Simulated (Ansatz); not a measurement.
## Quasiparticle gap of Na3WO4Cl (P4/nmm)

How far does one-shot GW move the PBE gap of Na3WO4Cl (P4/nmm)?

Program: Ansatz 0.2.0. Level of theory: PBE, then G0W0 on it, plane waves, PAW. Results are calculated unless marked as measured.

## (1) The structure

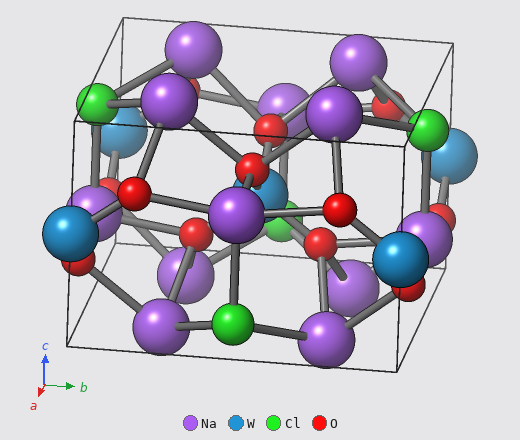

The starting structure, seen slightly off an axis (sodium purple, tungsten blue, chlorine green, oxygen red). Some periodic images of atoms are drawn too.

The start is a cell from the Crystallography Open Database. Spin-orbit coupling is left out unless a step names it.

## (2) Relaxation

The structure is relaxed first.

This step: DFT, PBE, plane waves, PAW; PAW set soft_1.

Input file input.yaml:

```yaml
crystal:
  lattice:
    - [7.5181, 0.0, 0.0]
    - [0.0, 7.5181, 0.0]
    - [0.0, 0.0, 5.36]
  atoms:
    - { symbol: Na, position: [0.5, 0.0, 0.3603] }
    - { symbol: Na, position: [0.0, 0.5, 0.6397] }
    - { symbol: Na, position: [0.75, 0.25, 0.0] }
    - { symbol: Na, position: [0.25, 0.25, 0.0] }
    - { symbol: Na, position: [0.25, 0.75, 0.0] }
    - { symbol: Na, position: [0.75, 0.75, 0.0] }
    - { symbol: W, position: [0.0, 0.0, 0.5] }
    - { symbol: W, position: [0.5, 0.5, 0.5] }
    - { symbol: Cl, position: [0.5, 0.0, 0.8435] }
    - { symbol: Cl, position: [0.0, 0.5, 0.1565] }
    - { symbol: O, position: [0.8111, 0.0, 0.3019] }
    - { symbol: O, position: [0.5, 0.3111, 0.3019] }
    - { symbol: O, position: [0.1889, 0.0, 0.3019] }
    - { symbol: O, position: [0.5, 0.6889, 0.3019] }
    - { symbol: O, position: [0.3111, 0.5, 0.6981] }
    - { symbol: O, position: [0.0, 0.1889, 0.6981] }
    - { symbol: O, position: [0.6889, 0.5, 0.6981] }
    - { symbol: O, position: [0.0, 0.8111, 0.6981] }
kpoints:
  mp_grid: { grid: [4, 4, 4] }
hamiltonian:
  xc: pbe
  pseudopotentials: { kind: paw, azcp: { folder: soft_1 } }
scf:
  occupations: { method: fermi_dirac, width: 0.02 }
relax:
  f_tol: 0.02
  max_steps: 60
```

The run is started by

```sh
> ansatz run input.yaml --threads 2 --pin off --max-ram 92160MiB --backend cuda --events-out ev --progress --plain --runs-dir out --devices 1 --max-vram 13GiB
```

Numbers of over 12 decimals in the logs are rounded to 6 here.

Output:

```text
GPUs: using 1 of 1 available (devices: 1).
Engine: ansatz 0.2.0, x86_64-unknown-linux-gnu
Pseudopotentials: kind: paw
Pseudopotential: Na, paw, valence charge 9, recommended cutoff 420 eV (normal), soft_1/Na.paw.azcp
Pseudopotential: W, paw, valence charge 14, recommended cutoff 420 eV (normal), soft_1/W.paw.azcp
Pseudopotential: Cl, paw, valence charge 7, recommended cutoff 420 eV (normal), soft_1/Cl.paw.azcp
Pseudopotential: O, paw, valence charge 6, recommended cutoff 420 eV (normal), soft_1/O.paw.azcp
Functional definition: PBE
  parameter kappa = 0.804
  parameter beta = 0.066725
  exchange = pbe_x(kappa = kappa, mu = beta*pi^2/3)
  correlation = pbe_c(beta = beta)
device memory: the entry about to start is reckoned to put 3.5 GiB on a device that reports 22.3 GiB free (of which the cap on the GPU budget leaves the run 13.0 GiB)
GPU FFT provider: cuFFT
GPU libraries: cuBLAS 13.8.2, cuFFT 12.4.0, cuSOLVER 12.3.4
Crystal: 18 atoms, lattice volume = 302.957 Å³
Basis set: ecut = 420 eV, 5929 PW (Γ), exchange–correlation on 108×108×72 points (8 copies of the dense FFT grid, shifted against one another)
Bands: 90, of which v1, the nominal top of the filled ones, is band 72 counted from 1 (71 counted from 0)
Symmetry: 16 space group operations
Space group: P4/nmm (ITA 129), of the structure as read, at distance tolerance 6.7e-5 Å
k-points: 18 of 64
Non-local potential: Na, projectors of the file, l = 0: 3, l = 1: 2, l = 2: 1
Non-local potential: W, projectors of the file, l = 0: 3, l = 1: 2, l = 2: 2, l = 3: 1
Non-local potential: Cl, projectors of the file, l = 0: 2, l = 1: 2, l = 2: 1
Non-local potential: O, projectors of the file, l = 0: 2, l = 1: 2, l = 2: 1
PAW form: soft (Blöchl's): semilocal exchange-correlation on the pseudo side does not see the compensation charge
PAW one-centre angular grid: Na, 110 points (default); XC on 64 Gauss nodes
PAW one-centre angular grid: W, 590 points (default); XC on 64 Gauss nodes
PAW one-centre angular grid: Cl, 110 points (default); XC on 64 Gauss nodes
PAW one-centre angular grid: O, 110 points (default); XC on 64 Gauss nodes
Initial density: superposition of atomic densities (chi_scale 0.1, normalization cell, long waves kept (reshape's long-wave potential 0.05 eV rms))
Initial wavefunctions: pseudopotential atomic-orbital guess
GPU buffer pool allocated for 104976 grid points (all kernels)
GPU transforms: local potential and band sums: pruned to the plane-wave sphere, on 54×54×36
Functional: x = pbe(κ = 0.804, μ = 0.219515), c = pbe(β = 0.066725)
SCF iter   1: F=—  HF=-36418.299971 eV  |F-HF|=—  |Δ(HF+E_count)|=         —  Δρ=9.19e-2  dr2=3.42e1  ethr=3.10e-3  ⟨swp⟩=6.2  Hψ=5833  notcnv=0  defer=4
preconditioner: auto → Resta (q_TF=auto, 2.410 Å⁻¹)  ε∞=3.3  [insulator: Δε(μ)=4.400 eV  Ē_g=12.692 eV  σ=0.020 eV  W_gap=1.00  n_scr=68 (ndim 8)  ℏωp=19.1 eV  f_vac=0.000  D(μ)=0.00/eV (n_scr^D=0)  ε∞_Penn≈3.3]
SCF iter   2: F=—  HF=-36408.749635 eV  |F-HF|=—  |Δ(HF+E_count)|=    9.55e0  Δρ=4.34e-2  dr2=5.17e0  ethr=3.10e-3  ⟨swp⟩=3.0  Hψ=3314  notcnv=0  defer=233
SCF iter   3: F=—  HF=-36407.333978 eV  |F-HF|=—  |Δ(HF+E_count)|=    1.42e0  Δρ=1.74e-2  dr2=1.30e0  ethr=3.10e-3  ⟨swp⟩=2.3  Hψ=2025  notcnv=0  defer=233
SCF iter   4: F=—  HF=-36406.921488 eV  |F-HF|=—  |Δ(HF+E_count)|=   4.12e-1  Δρ=4.01e-3  dr2=9.40e-2  ethr=9.05e-4  ⟨swp⟩=3.2  Hψ=2959  notcnv=0  defer=241
SCF iter   5: F=—  HF=-36406.919972 eV  |F-HF|=—  |Δ(HF+E_count)|=   1.52e-3  Δρ=1.40e-3  dr2=5.92e-3  ethr=6.53e-5  ⟨swp⟩=2.7  Hψ=2535  notcnv=0  defer=241
SCF iter   6: F=—  HF=-36406.925873 eV  |F-HF|=—  |Δ(HF+E_count)|=   5.90e-3  Δρ=3.46e-4  dr2=2.88e-4  ethr=4.11e-6  ⟨swp⟩=2.0  Hψ=2658  notcnv=0  defer=241
SCF iter   7: F=—  HF=-36406.926121 eV  |F-HF|=—  |Δ(HF+E_count)|=   2.47e-4  Δρ=7.38e-5  dr2=1.91e-5  ethr=2.00e-7  ⟨swp⟩=2.0  Hψ=2672  notcnv=0  defer=241
SCF iter   8: F=-36406.926151 eV  HF=-36406.926150 eV  |F-HF|=6.64e-7  |Δ(HF+E_count)|=   2.94e-5  Δρ=1.84e-5  dr2=8.22e-7  ethr=6.94e-9  ⟨swp⟩=4.6  Hψ=4901  notcnv=0
SCF 1 converged in 8 iterations: F = -36406.926151 eV  dr2 = 8.22e-7
  greatest PAW one-centre occupation: 1.000 electrons in one spin orbital (limit 2), on the W atom at site 7 (counted from 0), in its partial waves of l = 0
relax step   1: F+E_penalty+E_count = -36406.92615078 eV  Δ(F+E_penalty+E_count) = +0.000e0 eV  max|allowed force component| = 8.238e-1 eV/Å  Δτ_max = 0.0000 Å  (8 SCF iters, dr2 threshold 1.00e-5 eV, accepted)
[...]
relax step   2: F+E_penalty+E_count = -36407.00763282 eV  Δ(F+E_penalty+E_count) = -8.148e-2 eV  max|allowed force component| = 2.234e-2 eV/Å  Δτ_max = 0.0203 Å  (5 SCF iters, dr2 threshold 4.24e-5 eV, accepted)
[...]
relax step   3: F+E_penalty+E_count = -36407.00763416 eV  Δ(F+E_penalty+E_count) = -1.342e-6 eV  max|allowed force component| = 2.228e-2 eV/Å  Δτ_max = 0.0000 Å  (4 SCF iters, accepted)
[...]
relax step   4: F+E_penalty+E_count = -36407.00784617 eV  Δ(F+E_penalty+E_count) = -2.120e-4 eV  max|allowed force component| = 4.089e-3 eV/Å  Δτ_max = 0.0095 Å  (6 SCF iters, accepted)
SCF converged after 6 iterations
Free energy (F): -36407.007846 eV
Harris-Foulkes:  -36407.007846 eV  (|F-HF|=5.02e-8)
Internal energy: -36407.007846 eV  (E = F + TS)
E sigma→0 (E₀):  -36407.007846 eV
Fermi energy:    4.847077 eV
--- Per-component energies (eV) ---
  E_band       = -2087.615864
  E_kinetic    = 3168.035603
  E_local      = -15227.596226  (includes V_loc(G=0)·N_el)
  E_nonlocal   = 2102.178162
  E_hartree    = 5422.757042
  E_xc         = -1544.459398
  E_vxc        = -1709.549057  (∫ρ·V_xc dr)
  E_paw        = -21533.542042  (= ΣΔE_a)
  E_vpaw       = -1266.206197  (= ΣTr[D̂ρ^β])
  E_aug_tail   = 0.006852  (compensation charges beyond the density's cutoff)
  E_ewald      = -8794.387839
  E_smearing   = -0.000000  (= −TS)
  E_closure    = -0.000000  (closes the sum)
  Σ components = -36407.007846   (vs F -36407.007846, Δ=0.00e0)
--- Forces (eV/Å), atoms counted from 1 ---
  atom   1  Na     0.00000000     0.00000000    -0.00101923
  atom   2  Na     0.00000000     0.00000000     0.00101923
  atom   3  Na     0.00000000     0.00000000     0.00000000
  atom   4  Na     0.00000000     0.00000000     0.00000000
  atom   5  Na     0.00000000     0.00000000     0.00000000
  atom   6  Na     0.00000000     0.00000000     0.00000000
  atom   7  W      0.00000000     0.00000000     0.00000000
  atom   8  W      0.00000000     0.00000000     0.00000000
  atom   9  Cl     0.00000000     0.00000000     0.00408871
  atom  10  Cl     0.00000000     0.00000000    -0.00408871
  atom  11  O     -0.00125898     0.00000000     0.00122604
  atom  12  O      0.00000000    -0.00125898     0.00122604
  atom  13  O      0.00125898     0.00000000     0.00122604
  atom  14  O      0.00000000     0.00125898     0.00122604
  atom  15  O     -0.00125898    -0.00000000    -0.00122604
  atom  16  O      0.00000000     0.00125898    -0.00122604
  atom  17  O      0.00125898     0.00000000    -0.00122604
  atom  18  O      0.00000000    -0.00125898    -0.00122604
  max |Σ_I F_I| component: 1.30e-18 eV/Å
--- Relaxed structure (4 steps of the walk, 4 accepted, 0 SCFs on fresh bases) ---
  F+E_penalty+E_count = -36407.00784617 eV   max|allowed force component| = 4.089e-3 eV/Å
  atoms:
    - { symbol: Na, position: [0.5, 0, 0.358396] }
    - { symbol: Na, position: [0, 0.5, 0.641604] }
    - { symbol: Na, position: [0.75, 0.25, 0] }
    - { symbol: Na, position: [0.25, 0.25, 0] }
    - { symbol: Na, position: [0.25, 0.75, 0] }
    - { symbol: Na, position: [0.75, 0.75, 0] }
    - { symbol: W, position: [0, 0, 0.5] }
    - { symbol: W, position: [0.5, 0.5, 0.5] }
    - { symbol: Cl, position: [0.5, 0, 0.842004] }
    - { symbol: Cl, position: [0, 0.5, 0.157996] }
    - { symbol: O, position: [0.809385, 0, 0.298877] }
    - { symbol: O, position: [0.5, 0.309385, 0.298877] }
    - { symbol: O, position: [0.190615, 0, 0.298877] }
    - { symbol: O, position: [0.5, 0.690615, 0.298877] }
    - { symbol: O, position: [0.309385, 0.5, 0.701123] }
    - { symbol: O, position: [0, 0.190615, 0.701123] }
    - { symbol: O, position: [0.690615, 0.5, 0.701123] }
    - { symbol: O, position: [0, 0.809385, 0.701123] }
```

Wall time 40 s (1 × NVIDIA H100 80GB HBM3 (shared by 6 runs) with 2 threads of AMD EPYC 7R13 (Zen 3), shared host); peak memory 1 GiB; 65 s of CPU time.

The steps of the relaxation:

```tsv
step	energy less that of the first step (eV)	largest force component (eV/Å)
1	0.0000	0.8238
2	-0.0815	0.0223
3	-0.0815	0.0223
4	-0.0817	0.0041
```

Forces are held to the 16 operations that the run works with; a distortion that breaks them can't arise in this run.

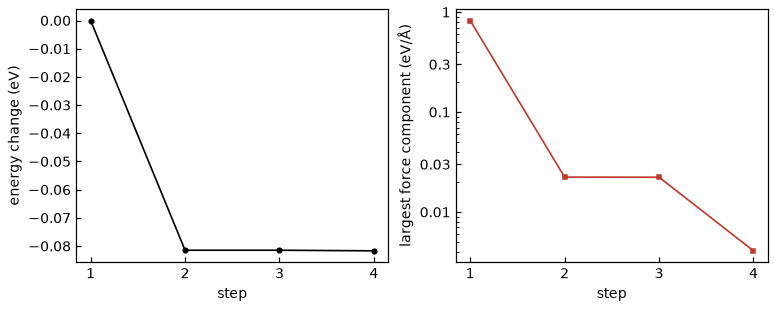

Energy and largest force along the relaxation.

The atoms that moved most (Å):

```tsv
atom	dx	dy	dz	length
O18	0.000	-0.013	0.016	0.021
O14	0.000	0.013	-0.016	0.021
O11	-0.013	0.000	-0.016	0.021
O17	0.013	0.000	0.016	0.021
O16	0.000	0.013	0.016	0.021
O13	0.013	0.000	-0.016	0.021
O15	-0.013	0.000	0.016	0.021
O12	0.000	-0.013	-0.016	0.021
```

## (3) Bands along the symmetry lines

Levels along a band path and on the mesh show where this functional puts the band edges.

Input file input.yaml:

```yaml
crystal:
  lattice:
    - [7.5181, 0.0, 0.0]
    - [0.0, 7.5181, 0.0]
    - [0.0, 0.0, 5.36]
  atoms:
    - { symbol: Na, position: [0.5, 0.0, 0.3583961323] }
    - { symbol: Na, position: [0.0, 0.5, 0.6416038677] }
    - { symbol: Na, position: [0.75, 0.25, 0.0] }
    - { symbol: Na, position: [0.25, 0.25, 0.0] }
    - { symbol: Na, position: [0.25, 0.75, 0.0] }
    - { symbol: Na, position: [0.75, 0.75, 0.0] }
    - { symbol: W, position: [0.0, 0.0, 0.5] }
    - { symbol: W, position: [0.5, 0.5, 0.5] }
    - { symbol: Cl, position: [0.5, 0.0, 0.842004016] }
    - { symbol: Cl, position: [0.0, 0.5, 0.157995984] }
    - { symbol: O, position: [0.8093847799, 0.0, 0.2988767308] }
    - { symbol: O, position: [0.5, 0.3093847799, 0.2988767308] }
    - { symbol: O, position: [0.1906152201, 0.0, 0.2988767308] }
    - { symbol: O, position: [0.5, 0.6906152201, 0.2988767308] }
    - { symbol: O, position: [0.3093847799, 0.5, 0.7011232692] }
    - { symbol: O, position: [0.0, 0.1906152201, 0.7011232692] }
    - { symbol: O, position: [0.6906152201, 0.5, 0.7011232692] }
    - { symbol: O, position: [0.0, 0.8093847799, 0.7011232692] }
kpoints:
  mp_grid: { grid: [4, 4, 4] }
  band_path:
    path:
      - [[0.0, 0.0, 0.0], [0.0, 0.5, 0.0], [0.5, 0.5, 0.0], [0.0, 0.0, 0.0], [0.0, 0.0, 0.5], [0.0, 0.5, 0.5], [0.5, 0.5, 0.5], [0.0, 0.0, 0.5]]
      - [[0.0, 0.5, 0.0], [0.0, 0.5, 0.5]]
      - [[0.5, 0.5, 0.0], [0.5, 0.5, 0.5]]
    npoints: 10
hamiltonian:
  xc: pbe
  pseudopotentials: { kind: paw, azcp: { folder: soft_1 } }
scf:
  occupations: { method: fermi_dirac, width: 0.02 }
  n_extra_bands: 10
output:
  eigenvalues: true
  forces: true
  stress: true
  write_density: true
  write_potential: true
  elf: true
  volumetric_format: npy
```

Output:

```text
[...]
GPUs: using 1 of 1 available (devices: 1).
[...]
GPU FFT provider: cuFFT
GPU libraries: cuBLAS 13.8.2, cuFFT 12.4.0, cuSOLVER 12.3.4
Crystal: 18 atoms, lattice volume = 302.957 Å³
Basis set: ecut = 420 eV, 5929 PW (Γ), exchange–correlation on 108×108×72 points (8 copies of the dense FFT grid, shifted against one another)
Bands: 82, of which v1, the nominal top of the filled ones, is band 72 counted from 1 (71 counted from 0)
Symmetry: 16 space group operations
[...]
k-points: 18 of 64
[...]
GPU buffer pool allocated for 104976 grid points (all kernels)
[...]
SCF iter   1: F=—  HF=-36418.706427 eV  |F-HF|=—  |Δ(HF+E_count)|=         —  Δρ=9.22e-2  dr2=3.57e1  ethr=3.10e-3  ⟨swp⟩=6.7  Hψ=5493  notcnv=0
[...]
SCF iter  10: F=-36407.007846 eV  HF=-36407.007846 eV  |F-HF|=6.35e-9  |Δ(HF+E_count)|=   9.86e-8  Δρ=3.03e-6  dr2=1.43e-8  ethr=6.94e-11  ⟨swp⟩=17.8  Hψ=15005  notcnv=0
SCF 1 converged in 10 iterations: F = -36407.007846 eV  dr2 = 1.43e-8
[...]
NSCF: frozen V_eff on 93 k-points
SCF converged after 10 iterations
Free energy (F): -36407.007846 eV
[...]
Internal energy: -36407.007846 eV  (E = F + TS)
E sigma→0 (E₀):  -36407.007846 eV
Fermi energy:    4.847084 eV
[...]
--- Forces (eV/Å), atoms counted from 1 ---
  atom   1  Na     0.00000000     0.00000000    -0.00103640
  atom   2  Na     0.00000000     0.00000000     0.00103640
  atom   3  Na     0.00000000    -0.00000000     0.00000000
  atom   4  Na     0.00000000     0.00000000     0.00000000
  atom   5  Na     0.00000000    -0.00000000     0.00000000
  atom   6  Na     0.00000000     0.00000000     0.00000000
  atom   7  W      0.00000000     0.00000000     0.00000000
  atom   8  W      0.00000000     0.00000000     0.00000000
  atom   9  Cl     0.00000000     0.00000000     0.00407489
  atom  10  Cl     0.00000000     0.00000000    -0.00407489
  atom  11  O     -0.00125822     0.00000000     0.00122187
  atom  12  O     -0.00000000    -0.00125822     0.00122187
  atom  13  O      0.00125822    -0.00000000     0.00122187
  atom  14  O      0.00000000     0.00125822     0.00122187
  atom  15  O     -0.00125822     0.00000000    -0.00122187
  atom  16  O     -0.00000000     0.00125822    -0.00122187
  atom  17  O      0.00125822     0.00000000    -0.00122187
  atom  18  O      0.00000000    -0.00125822    -0.00122187
  max |Σ_I F_I| component: 1.19e-18 eV/Å
--- Stress (GPa, compression-positive) ---
        1.188795       0.000000       0.000000
        0.000000       1.188795       0.000000
        0.000000       0.000000       1.000984
  P = ⅓ Tr σ = 1.1262 GPa (11.262 kbar)
--- Band table (eV; the first three rows and the last of 18) ---
  k-point 0: bands = [... 68 lower, 2.1788, 2.3339, 2.3339, 2.4609, 7.1462, 7.5320, 7.8332, 8.0219, ... 6 higher]
  k-point 1: bands = [... 68 lower, 2.2959, 2.4042, 2.4042, 2.4506, 7.6331, 7.6556, 8.0315, 8.0510, ... 6 higher]
  k-point 2: bands = [... 68 lower, 2.3906, 2.4401, 2.4784, 2.4784, 7.7361, 7.9643, 8.0756, 8.1882, ... 6 higher]
  k-point 17: bands = [... 68 lower, 2.2625, 2.2625, 2.4810, 2.4810, 7.8640, 7.8640, 8.1516, 8.1516, ... 6 higher]
```

Wall time 33 s (1 × NVIDIA H100 80GB HBM3 (shared by 6 runs) with 2 threads); peak memory 1.2 GiB.

Numbers from this step:

* pressure: 1.126 GPa
* filled bands: 72
* gap: 4.665 eV
* valence top at: A
* conduction bottom at: Γ
* least direct gap: 4.685 eV

Over mesh and path the gap is 4.665 eV, from k = (0.500, 0.500, 0.500) to k = Γ. The least direct gap found is 4.685 eV, at k = Γ.

The electronic bands at the labelled points (eV, zero at the top of the highest nominally filled band):

```tsv
point	band 69	band 70	band 71	band 72	band 73	band 74	band 75	band 76
Γ	-0.30	-0.15	-0.15	-0.02	4.67	5.05	5.35	5.54
X	-0.15	-0.15	-0.10	-0.10	5.21	5.21	5.29	5.29
M	-0.14	-0.14	-0.11	-0.11	5.26	5.26	5.38	5.38
Γ	-0.30	-0.15	-0.15	-0.02	4.67	5.05	5.35	5.54
Z	-0.09	-0.04	0.00	0.00	5.26	5.48	5.59	5.71
R	-0.12	-0.12	-0.01	-0.01	5.41	5.41	5.63	5.63
A	-0.22	-0.22	0.00	0.00	5.38	5.38	5.67	5.67
Z	-0.09	-0.04	0.00	0.00	5.26	5.48	5.59	5.71
jump to X	-0.15	-0.15	-0.10	-0.10	5.21	5.21	5.29	5.29
R	-0.12	-0.12	-0.01	-0.01	5.41	5.41	5.63	5.63
jump to M	-0.14	-0.14	-0.11	-0.11	5.26	5.26	5.38	5.38
A	-0.22	-0.22	0.00	0.00	5.38	5.38	5.67	5.67
```

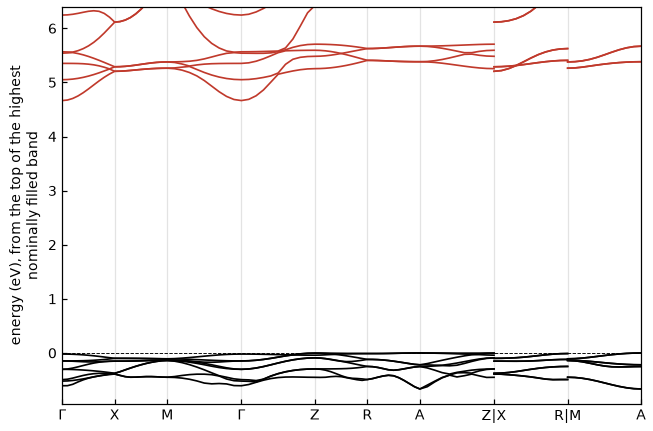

Electronic bands along the path; lines of filled and empty bands in two colours.

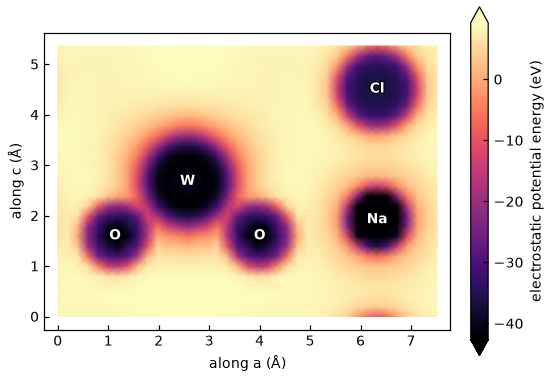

Electrostatic potential energy in the ac plane at fractional y = 0.000, with atoms of Na and W and Cl and O within 0.2 Å of it. With pseudopotentials it is smooth inside the atoms' cores, unlike the true potential. The map starts off the cell's origin, so that atoms lie inside it.

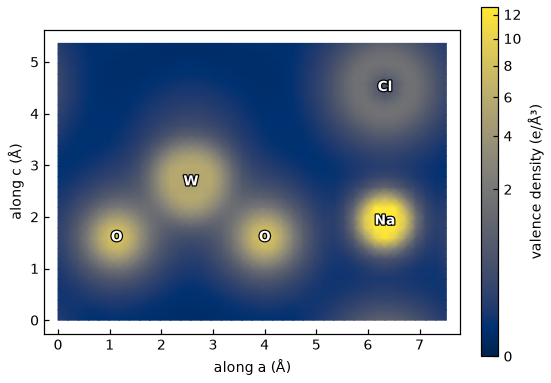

Valence density in the ac plane at fractional y = 0.000, with atoms of Na and W and Cl and O within 0.2 Å of it. It is the smooth field of the valence electrons, not physical close to the nuclei. The map starts off the cell's origin, so that atoms lie inside it. The colour scale is stretched toward low values.

[end of part 1 of 2]

[Paths, hosts, dates, memory and timing lines, banners, echoed tables and standing remarks are left out of the program output.]

[Logs are printed without paths, hosts, clocks, repeated set-up lines and the standing remarks that a program may print on its own settings, such as how far it seeks lower states.]

[Runs of the session that timed out or met a known fault of the program may be left out.]

[Cells called generated may have been cut or substituted from an entry of the Crystallography Open Database or the Materials Project.]

[Hosts, paths, dates, database ids (printed as entryN), source tags and the programs' standing remarks are cut or masked in the printed files.]

[Where an RPA ε∞ is given, it is that of the G0W0 mesh and is not shown converged in it. Names of k-points follow the symmetry that the program found, which can be lower than the space group named. Band edges on a path are those of the sampled points; other points can move an edge, and change direct to indirect where valleys lie close.]

[Hybrid gaps are those of their k-mesh and are not shown converged in it.]
